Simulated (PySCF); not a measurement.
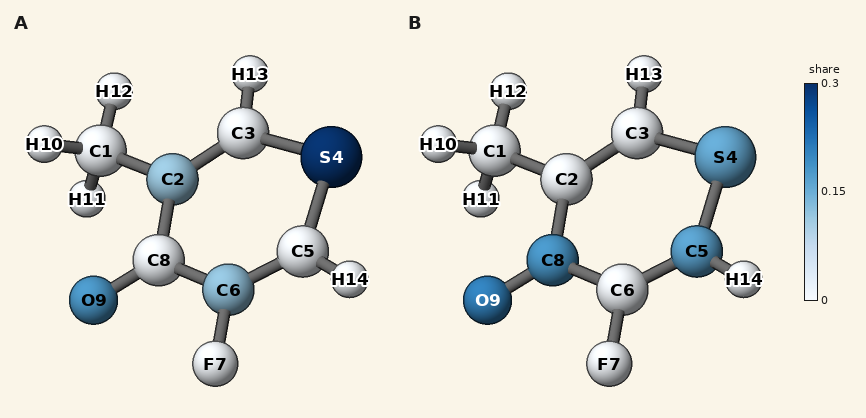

Each panel colours the atoms by their Löwdin share in one orbital (up to four of the largest shares; other atoms are shown as zero). The computed structure is the end point of a GFN2-xTB optimisation. No frequency run is at hand to confirm it as a minimum. Method: PBE0/def2-SVPD (PySCF 2.14.0).

The panels show the HOMO, LUMO, in some order. Which is which?

A: HOMO, −7.03 eV; S4 0.29, O9 0.18, C6 0.12, C2 0.11
B: LUMO, −1.91 eV; O9 0.20, C8 0.18, C5 0.16, S4 0.15
